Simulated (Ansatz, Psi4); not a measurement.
**Predicting a hybrid from its neighbours: RbF**

RbF: 2 atoms, total charge 0, spin state singlet. SMILES: `[F][Rb]`. Geometry: relaxed at PBE0-D4/def2-TZVP.

The vertical energy of the triplet above the singlet y, in eV, basis def2-TZVP with a core potential; a is the functional's share of exact exchange. Programs: Ansatz 0.2.0, Psi4 1.11.

| functional | program | a | y (eV) |
| --- | --- | --- | --- |
| revPBE | Ansatz | 0 | 5.26 |
| r2SCAN | Ansatz | 0 | 5.23 |
| B3LYP | Psi4 | 0.2 | 5.21 |
| r2SCAN0 | Ansatz | 0.25 | ? |
| PBE0 | Psi4 | 0.25 | 5.11 |
| BHLYP | Psi4 | 0.5 | 4.87 |

Fit y = c + s·a to the known rows and predict r2SCAN0.


1. Means of the 5 rows: a = 0.1900, y = 5.136.
2. Σ(Δa)² = 0.172, Σ(Δa·Δy) = -0.1247, so the slope is -0.1247/0.172 = -0.725.
3. Intercept: 5.136 − (-0.725) × 0.1900 = 5.274. The largest residual of the fit is 0.081.
4. r2SCAN0: 5.274 + (-0.725) × 0.25 = 5.09 eV.

The run gave 5.01 eV, so the prediction is off by +0.08 eV, within the largest residual. Exact exchange favours the state with more unpaired electrons. Spin-orbit coupling is left out.

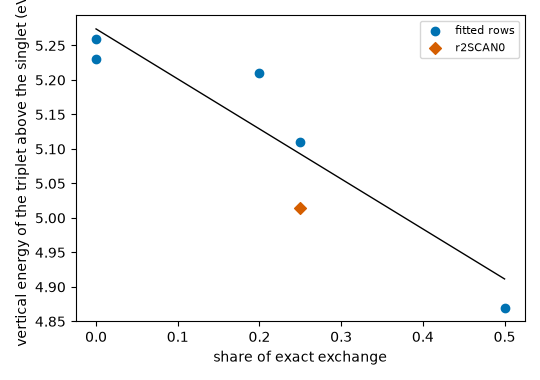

The fitted line, with the withheld row.
